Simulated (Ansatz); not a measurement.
## Nudged elastic band, with input and output: C$_{2}$H$_{7}$Al

The run: nudged elastic band of C$_{2}$H$_{7}$Al. Method and program: RKS PBE0-D4/6-31G* (Ansatz 0.2.0).

It belongs to a series of runs on one base structure; here: band between the two ends. Figures and captions count atoms from 1; the log counts them from 0 in places.

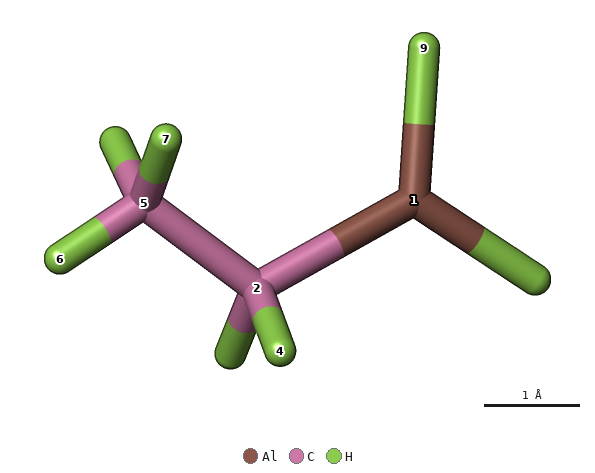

**Figure 1.** The input geometry (stick view, seen at a tilt; atoms are numbered from 1 in the order of the input). Sticks mark near contacts. Bond lengths as drawn: Al–C 1.97 Å, Al–H 1.60 Å, C–C 1.53 Å and C–H 1.10 Å.

Summary:

```tsv
quantity	value
outcome	converged
barrier, forward	2.495 eV
barrier, backward	1.658 eV
hardware	1 thread of Arm Neoverse V1, 24 GiB of memory available, shared host
wall time	4.2 min
peak memory	0.12 GiB
```

The order of the saddle point was not checked.

The input:
```yaml
crystal:
  periodic: [false, false, false]
  atoms:
    - { symbol: Al, position_ang: [0.462858, 0.013107, -0.038316] }
    - { symbol: C, position_ang: [0.98419, 0.116319, 1.856856] }
    - { symbol: H, position_ang: [0.066025, 0.071753, 2.464111] }
    - { symbol: H, position_ang: [1.514492, -0.817298, 2.107493] }
    - { symbol: C, position_ang: [1.829666, 1.326905, 2.263298] }
    - { symbol: H, position_ang: [2.085513, 1.312223, 3.330833] }
    - { symbol: H, position_ang: [2.772369, 1.368788, 1.704426] }
    - { symbol: H, position_ang: [1.305477, 2.270616, 2.069265] }
    - { symbol: H, position_ang: [0.972488, 1.095448, -1.101231] }
    - { symbol: H, position_ang: [-0.487877, -1.167862, -0.548734] }
basis:
  gaussian: { orbitals: "6-31G*" }
hamiltonian:
  xc: pbe0
  dispersion: d4
neb:
  order_check: false
  images: 5
  f_tol: 0.05
  max_iterations: 60
  final_atoms:
    - { symbol: Al, position_ang: [-0.67724942, 0.75000106, -0.43468716] }
    - { symbol: C, position_ang: [1.86802163, -0.10603406, 1.40501487] }
    - { symbol: H, position_ang: [0.96076663, -0.69874552, 1.21671147] }
    - { symbol: H, position_ang: [2.47635264, -0.68960931, 2.10455796] }
    - { symbol: C, position_ang: [1.53035837, 1.25956244, 1.98371738] }
    - { symbol: H, position_ang: [0.94646357, 1.17297759, 2.90500981] }
    - { symbol: H, position_ang: [2.43601037, 1.83521821, 2.20205248] }
    - { symbol: H, position_ang: [0.94129288, 1.87106388, 1.27970251] }
    - { symbol: H, position_ang: [2.43091335, -0.02293539, 0.46906886] }
    - { symbol: H, position_ang: [-1.40772904, 0.21850009, 0.97685282] }
  initial_path:
    images:
      - { positions_ang: [[0.462858, 0.013107, -0.038316], [0.98419, 0.116319, 1.856856], [0.066025, 0.071753, 2.464111], [1.514492, -0.817298, 2.107493], [1.829666, 1.326905, 2.263298], [2.085513, 1.312223, 3.330833], [2.772369, 1.368788, 1.704426], [1.305477, 2.270616, 2.069265], [0.972488, 1.095448, -1.101231], [-0.487877, -1.167862, -0.548734]] }
      - { positions_ang: [[0.34146845, -0.01415191, -0.04132906], [1.10123365, 0.08201141, 1.81587399], [0.13857536, -0.01362701, 2.31902981], [1.6781399, -0.77974594, 2.15537015], [1.79082792, 1.36191672, 2.21820293], [2.1278278, 1.34838308, 3.26029767], [2.65002532, 1.53088345, 1.59308416], [1.13624909, 2.19961732, 2.10698225], [1.25535722, 0.67327459, -0.63428818], [-0.7145037, -0.79856272, -0.68522272]] }
      - { positions_ang: [[0.22007891, -0.04141082, -0.04434212], [1.21827729, 0.04770382, 1.77489199], [0.21112571, -0.09900701, 2.17394862], [1.8417878, -0.74219387, 2.20324731], [1.75198983, 1.39692844, 2.17310785], [2.1701426, 1.38454317, 3.18976234], [2.52768165, 1.6929789, 1.48174232], [0.96702118, 2.12861864, 2.14469951], [1.53822644, 0.25110118, -0.16734536], [-0.9411304, -0.42926344, -0.82171145]] }
      - { positions_ang: [[0.09868936, -0.06866973, -0.04735518], [1.33532094, 0.01339623, 1.73390998], [0.28367607, -0.18438702, 2.02886743], [2.00543569, -0.70464181, 2.25112446], [1.71315175, 1.43194016, 2.12801278], [2.21245739, 1.42070325, 3.119227], [2.40533797, 1.85507436, 1.37040048], [0.79779327, 2.05761995, 2.18241676], [1.82109565, -0.17107223, 0.29959746], [-1.1677571, -0.05996416, -0.95820017]] }
      - { positions_ang: [[-0.1599569, 0.20422053, -0.17646584], [1.51288784, -0.02641387, 1.62427828], [0.50937292, -0.35583985, 1.75814877], [2.16240801, -0.69963098, 2.20226896], [1.65222062, 1.37448092, 2.07991431], [1.79045945, 1.33812803, 3.04782127], [2.41556211, 1.84845564, 1.64761781], [0.84562647, 1.9954346, 1.88151201], [2.02436822, -0.12169328, 0.35608793], [-1.24774774, 0.03285726, -0.31318251]] }
      - { positions_ang: [[-0.41860316, 0.4771108, -0.3055765], [1.69045474, -0.06622396, 1.51464657], [0.73506978, -0.52729268, 1.48743012], [2.31938033, -0.69462014, 2.15341346], [1.5912895, 1.31702168, 2.03181585], [1.36846151, 1.25555281, 2.97641554], [2.42578624, 1.84183692, 1.92483515], [0.89345968, 1.93324924, 1.58060726], [2.22764079, -0.07231433, 0.4125784], [-1.32773839, 0.12567868, 0.33183515]] }
      - { positions_ang: [[-0.67724942, 0.75000106, -0.43468716], [1.86802163, -0.10603406, 1.40501487], [0.96076663, -0.69874552, 1.21671147], [2.47635264, -0.68960931, 2.10455796], [1.53035837, 1.25956244, 1.98371738], [0.94646357, 1.17297759, 2.90500981], [2.43601037, 1.83521821, 2.20205248], [0.94129288, 1.87106388, 1.27970251], [2.43091335, -0.02293539, 0.46906886], [-1.40772904, 0.21850009, 0.97685282]] }
```

Launch command:
```bash
ansatz run input.yaml --threads 1 --pin off --max-ram 2048MiB --backend cpu --events-out ev --progress --plain --runs-dir out
```

What the program printed:
```
Engine: ansatz 0.2.0, aarch64-unknown-linux-gnu
Functional definition: PBE0
  parameter a = 0.25
  parameter kappa = 0.804
  parameter beta = 0.06672455060314922
  exchange = (1 - a)*pbe_x(kappa = kappa, mu = beta*pi^2/3) + a*exact_x
  correlation = pbe_c(beta = beta)
738 factors; integrals over basis functions are off by at most 4.1e-4 eV
mean field evaluation 1: about -8773.2074 eV, gradient 4.5e1 eV
mean field evaluation 2: about -8770.6990 eV, gradient 5.3e1 eV
mean field evaluation 4: about -8778.1925 eV, gradient 1.2e0 eV
mean field evaluation 8: about -8778.1940 eV, gradient 4.7e-3 eV
mean field -8778.19400369 eV, -322.5926795620 hartree, gradient 8.4e-6 eV, S^2 0.000000; 0 other end points of the search recorded, 0 dependent functions left out
the calculation of the forces begins
reference -8778.19403382 eV, -322.5926806694 hartree; 16, 16 occupied and 47, 47 virtual orbitals, 738 factors
738 factors; integrals over basis functions are off by at most 5.4e-4 eV
mean field evaluation 16: about -8777.3243 eV, gradient 2.0e0 eV
mean field -8777.33041707 eV, -322.5609433390 hartree, gradient 5.7e-5 eV, S^2 0.000000; 0 other end points of the search recorded, 0 dependent functions left out
[... from here on the field's lines of each further geometry are left out, up to the last ...]
NEB iter   1: max|band force component| = 1.934e1 eV/Å  barrier→ = 7.4887 eV  barrier← = 6.6513 eV  Δτ_max = 0.1996 Å  (216 SCF iters)
NEB iter   2: max|band force component| = 7.905e0 eV/Å  barrier→ = 3.9227 eV  barrier← = 3.0854 eV  Δτ_max = 0.1988 Å  (137 SCF iters)
NEB iter   3: max|band force component| = 3.512e0 eV/Å  barrier→ = 3.5380 eV  barrier← = 2.7007 eV  Δτ_max = 0.2000 Å  (128 SCF iters)
NEB iter   4: max|band force component| = 1.958e0 eV/Å  barrier→ = 3.1055 eV  barrier← = 2.2682 eV  Δτ_max = 0.2000 Å  (125 SCF iters)
NEB iter   5: max|band force component| = 8.274e-1 eV/Å  barrier→ = 3.0376 eV  barrier← = 2.2002 eV  Δτ_max = 0.2000 Å  (121 SCF iters)
NEB iter   6: max|band force component| = 8.308e-1 eV/Å  barrier→ = 2.4901 eV  barrier← = 1.6527 eV  Δτ_max = 0.2000 Å  (125 SCF iters)
NEB iter   7: max|band force component| = 1.502e0 eV/Å  barrier→ = 1.8641 eV  barrier← = 1.0268 eV  Δτ_max = 0.1004 Å  (121 SCF iters)
NEB iter   8: max|band force component| = 7.425e-1 eV/Å  barrier→ = 1.5848 eV  barrier← = 0.7475 eV  Δτ_max = 0.1678 Å  (118 SCF iters)
NEB iter   9: max|band force component| = 2.045e0 eV/Å  barrier→ = 1.4754 eV  barrier← = 0.6381 eV  CI = image 4  Δτ_max = 0.2000 Å  (122 SCF iters)
NEB iter  10: max|band force component| = 1.871e0 eV/Å  barrier→ = 1.5663 eV  barrier← = 0.7290 eV  CI = image 4  Δτ_max = 0.2000 Å  (115 SCF iters)
NEB iter  11: max|band force component| = 2.090e0 eV/Å  barrier→ = 2.0391 eV  barrier← = 1.2018 eV  CI = image 4  Δτ_max = 0.2000 Å  (115 SCF iters)
NEB iter  12: max|band force component| = 2.481e0 eV/Å  barrier→ = 2.4602 eV  barrier← = 1.6228 eV  CI = image 4  Δτ_max = 0.2000 Å  (115 SCF iters)
NEB iter  13: max|band force component| = 2.250e0 eV/Å  barrier→ = 2.7300 eV  barrier← = 1.8926 eV  CI = image 4  Δτ_max = 0.1982 Å  (118 SCF iters)
NEB iter  14: max|band force component| = 1.298e0 eV/Å  barrier→ = 2.6688 eV  barrier← = 1.8315 eV  CI = image 4  Δτ_max = 0.1998 Å  (118 SCF iters)
NEB iter  15: max|band force component| = 1.598e0 eV/Å  barrier→ = 2.6032 eV  barrier← = 1.7659 eV  CI = image 4  Δτ_max = 0.1912 Å  (117 SCF iters)
NEB iter  16: max|band force component| = 1.368e0 eV/Å  barrier→ = 2.5565 eV  barrier← = 1.7191 eV  CI = image 4  Δτ_max = 0.1484 Å  (118 SCF iters)
NEB iter  17: max|band force component| = 8.704e-1 eV/Å  barrier→ = 2.5204 eV  barrier← = 1.6830 eV  CI = image 4  Δτ_max = 0.0698 Å  (117 SCF iters)
NEB iter  18: max|band force component| = 2.519e-1 eV/Å  barrier→ = 2.4985 eV  barrier← = 1.6612 eV  CI = image 4  Δτ_max = 0.0965 Å  (110 SCF iters)
NEB iter  19: max|band force component| = 1.206e-1 eV/Å  barrier→ = 2.4959 eV  barrier← = 1.6586 eV  CI = image 4  Δτ_max = 0.0101 Å  (110 SCF iters)
NEB iter  20: max|band force component| = 5.607e-2 eV/Å  barrier→ = 2.4950 eV  barrier← = 1.6577 eV  CI = image 4  Δτ_max = 0.0073 Å  (101 SCF iters)
the calculation of the forces begins
reference -8777.24847609 eV, -322.5579320637 hartree; 16, 16 occupied and 47, 47 virtual orbitals, 738 factors
738 factors; integrals over basis functions are off by at most 4.9e-4 eV
mean field -8775.68663947 eV, -322.5005356265 hartree, gradient 9.6e-6 eV, S^2 0.000000; 1 other end points of the search recorded, 0 dependent functions left out
the calculation of the forces begins
reference -8775.68666680 eV, -322.5005366307 hartree; 16, 16 occupied and 47, 47 virtual orbitals, 738 factors
NEB iter  21: max|band force component| = 2.277e-2 eV/Å  barrier→ = 2.4950 eV  barrier← = 1.6576 eV  CI = image 4  Δτ_max = 0.0000 Å  (214 SCF iters)
```

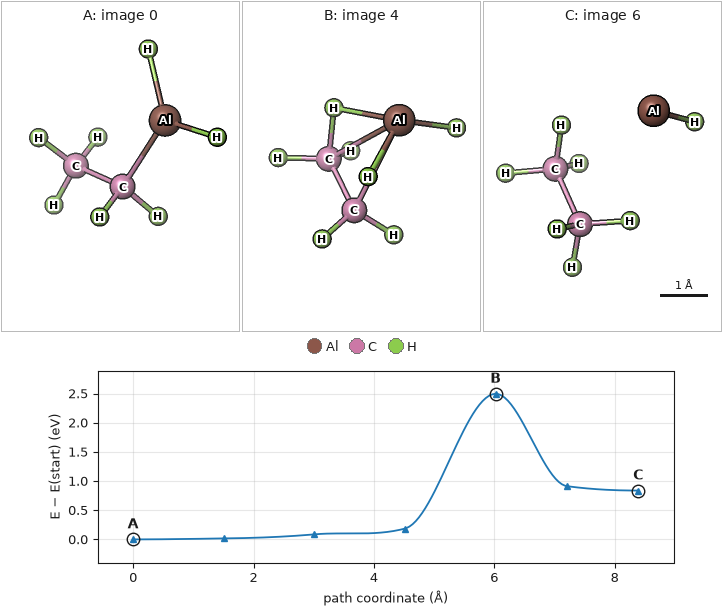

**Figure 2.** Images of the last band (counted from 0; ball-and-stick, seen at a tilt) above the energy along the path; the line is a cubic interpolation that uses the forces. The highest image is number 4, 2.495 eV above the start and 1.658 eV above the end (the climbing image); the end lies 0.837 eV above the start. The path is 8.39 Å long. The band converged in 21 iterations.

```
Total energy: -8775.82148607 eV, -322.5054911476 hartree
Atom 0 at     0.327273     0.708707    -0.027887 Å, force    -0.009049     0.004197     0.005369 eV/Å
Atom 1 at     1.543735    -0.194956     1.750746 Å, force    -0.009636     0.006629    -0.012844 eV/Å
Atom 2 at     0.813421    -0.832919     2.236719 Å, force    -0.001648    -0.008222    -0.004010 eV/Å
Atom 3 at     2.529578    -0.634216     1.638622 Å, force     0.003352     0.001506     0.007524 eV/Å
Atom 4 at     1.467496     1.240274     1.984607 Å, force     0.011929     0.018849     0.009521 eV/Å
Atom 5 at     0.696040     1.553474     2.689246 Å, force    -0.001739    -0.004780     0.001247 eV/Å
Atom 6 at     2.422555     1.734509     2.180354 Å, force     0.001966     0.000888    -0.003381 eV/Å
Atom 7 at     1.195957     1.905881     0.974714 Å, force     0.000150     0.000489     0.005517 eV/Å
Atom 8 at     1.548325    -0.327878    -0.075797 Å, force     0.005516    -0.018472    -0.004899 eV/Å
Atom 9 at    -1.039180     0.437125     0.756677 Å, force    -0.000841    -0.001084    -0.004044 eV/Å
Dipole moment:     0.178937     0.059746     0.327422 e Å
this run last wrote the band of iteration 21 to [file]
```

The last band as extended XYZ (Å, eV, eV/Å):
```
10
Properties=species:S:1:pos:R:3:forces:R:3 image=0 energy=-8778.31641
Al    0.4629    0.0131   -0.0383   -0.0044   0.0109  -0.0101
C     0.9842    0.1163    1.8569    0.0008  -0.0195   0.0103
H     0.0660    0.0718    2.4641    0.0130   0.0002  -0.0116
H     1.5145   -0.8173    2.1075   -0.0129   0.0220  -0.0048
C     1.8297    1.3269    2.2633    0.0061   0.0127  -0.0076
H     2.0855    1.3122    3.3308   -0.0015   0.0009  -0.0101
H     2.7724    1.3688    1.7044   -0.0183  -0.0012   0.0092
H     1.3055    2.2706    2.0693    0.0110  -0.0183   0.0047
H     0.9725    1.0954   -1.1012    0.0048   0.0001   0.0113
H    -0.4879   -1.1679   -0.5487    0.0015  -0.0077   0.0087
10
Properties=species:S:1:pos:R:3:forces:R:3 image=1 energy=-8778.29989
Al    0.5223   -0.0219   -0.0342   -0.0005  -0.0002  -0.0009
C     1.0771    0.0366    1.8549   -0.0029   0.0033   0.0003
H     0.2295   -0.2094    2.5077   -0.0036   0.0035  -0.0001
H     1.8197   -0.7595    2.0206   -0.0039  -0.0016   0.0014
C     1.6899    1.3831    2.2682    0.0020   0.0002   0.0007
H     2.0193    1.3786    3.3150    0.0065  -0.0016   0.0001
H     2.5629    1.6366    1.6552    0.0000  -0.0008  -0.0036
H     0.9738    2.2080    2.1662    0.0010   0.0014   0.0046
H     1.5812    0.3373   -1.1784    0.0014   0.0062   0.0014
H    -0.9705   -0.3994   -0.4672    0.0000  -0.0105  -0.0037
10
Properties=species:S:1:pos:R:3:forces:R:3 image=2 energy=-8778.22955
Al    0.6037   -0.0861    0.0314    0.0076  -0.0100  -0.0151
C     1.2374   -0.0742    1.8873   -0.0057   0.0116  -0.0002
H     0.4462   -0.4336    2.5568   -0.0196   0.0123  -0.0144
H     2.1201   -0.6928    2.0795   -0.0113   0.0024   0.0133
C     1.5462    1.4101    2.1890    0.0024   0.0104   0.0116
H     1.3760    1.6640    3.2410    0.0508  -0.0097   0.0452
H     2.5883    1.6532    1.9583    0.0088   0.0017  -0.0384
H     0.9257    2.1141    1.6116   -0.0424   0.0184   0.0416
H     1.5530   -0.3853   -1.2186    0.0032  -0.0188  -0.0167
H    -0.8912    0.4205   -0.2282    0.0062  -0.0183  -0.0268
10
Properties=species:S:1:pos:R:3:forces:R:3 image=3 energy=-8778.12934
Al    0.4928    0.0139    0.2053   -0.0146  -0.2133   0.1096
C     1.2907   -0.1899    1.9545   -0.0287   0.0087   0.0406
H     0.6717   -0.5517    2.7736    0.0394   0.0492   0.1594
H     2.2364   -0.7386    1.9418   -0.0335   0.0071   0.0138
C     1.5224    1.3382    2.0301    0.0068   0.0067   0.0138
H     0.7394    1.8299    2.6132    0.0211   0.0426   0.0235
H     2.5000    1.6157    2.4363    0.0101  -0.0043   0.0671
H     1.5020    1.8521    1.0340    0.0310   0.0065   0.0531
H     1.5161   -0.2234   -0.9751   -0.0251   0.0922  -0.3468
H    -0.9661    0.6438    0.0942   -0.0064   0.0047  -0.1342
10
Properties=species:S:1:pos:R:3:forces:R:3 image=4 energy=-8775.82146
Al    0.3273    0.7087   -0.0279   -0.0090   0.0042   0.0054
C     1.5437   -0.1950    1.7507   -0.0096   0.0066  -0.0128
H     0.8134   -0.8329    2.2367   -0.0016  -0.0082  -0.0040
H     2.5296   -0.6342    1.6386    0.0034   0.0015   0.0075
C     1.4675    1.2403    1.9846    0.0119   0.0188   0.0095
H     0.6960    1.5535    2.6892   -0.0017  -0.0048   0.0012
H     2.4226    1.7345    2.1804    0.0020   0.0009  -0.0034
H     1.1960    1.9059    0.9747    0.0001   0.0005   0.0055
H     1.5483   -0.3279   -0.0758    0.0055  -0.0185  -0.0049
H    -1.0392    0.4371    0.7567   -0.0008  -0.0011  -0.0040
10
Properties=species:S:1:pos:R:3:forces:R:3 image=5 energy=-8777.40426
Al   -0.2278    0.8391   -0.5444   -0.0837   0.0202  -0.0883
C     1.7170   -0.1612    1.5238    0.0155  -0.0002  -0.0267
H     0.9296   -0.8294    1.8812   -0.0051   0.0125  -0.0449
H     2.6777   -0.5511    1.8716    0.0065  -0.0059   0.0544
C     1.4927    1.2782    1.9777    0.0115   0.0018  -0.0044
H     0.9479    1.3298    2.9236    0.0489  -0.0146   0.0254
H     2.4353    1.8219    2.0871    0.0162   0.0055  -0.0216
H     0.9043    1.8691    1.2492   -0.0238  -0.0065   0.0303
H     1.7599   -0.2398    0.4186    0.0285  -0.0067   0.0894
H    -1.1315    0.2334    0.7196   -0.0146  -0.0062  -0.0135
10
Properties=species:S:1:pos:R:3:forces:R:3 image=6 energy=-8777.47908
Al   -0.6772    0.7500   -0.4347   -0.0144  -0.0063   0.0223
C     1.8680   -0.1060    1.4050    0.0161   0.0123  -0.0001
H     0.9608   -0.6987    1.2167    0.0071  -0.0060   0.0060
H     2.4764   -0.6896    2.1046   -0.0111  -0.0037  -0.0044
C     1.5304    1.2596    1.9837   -0.0154  -0.0018   0.0050
H     0.9465    1.1730    2.9050    0.0073   0.0024  -0.0080
H     2.4360    1.8352    2.2021   -0.0095  -0.0032  -0.0025
H     0.9413    1.8711    1.2797    0.0111  -0.0003   0.0028
H     2.4309   -0.0229    0.4691   -0.0032  -0.0023   0.0007
H    -1.4077    0.2185    0.9769    0.0119   0.0090  -0.0218
```
